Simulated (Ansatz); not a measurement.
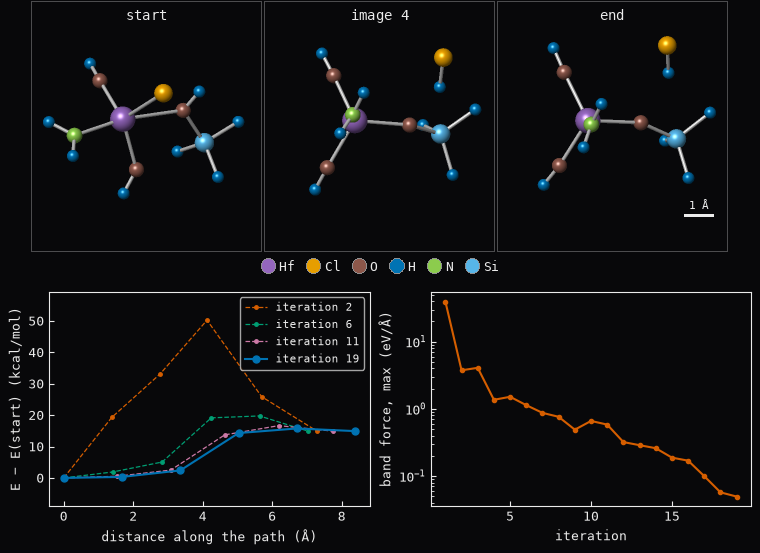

NEB run on HfSiNH8O3Cl. Images are numbered from 0 (start) to 5 (end). The plot follows the band through its iterations. A ball-and-stick model, seen at a tilt.

These are results of RHF/def2-SVP in Ansatz, not measurements. Settings: 4 movable images; no climbing image; force threshold 0.05 eV/Å; iteration limit 60; starting path through a guess of the saddle point.

Q: How did the profile develop, and is the result final?

A: The run is converged, with reservations. The band converged in 19 iterations. The largest component of the band force went from 40 to 0.05 eV/Å. No image climbed, so the highest image needn't lie on the saddle point, and the true maximum along this path can be higher. The first iteration put the highest image at 215.4 kcal/mol. The energy climbs by 15.7 kcal/mol to image 4 and then falls by 0.8 kcal/mol, so the end point sits at +14.9 kcal/mol.

Limits of the set-up: Hartree-Fock leaves out electron correlation.

The run took 3 min on 4 threads of Arm Neoverse V2, with other jobs on the host, peak memory 0.53 GiB.
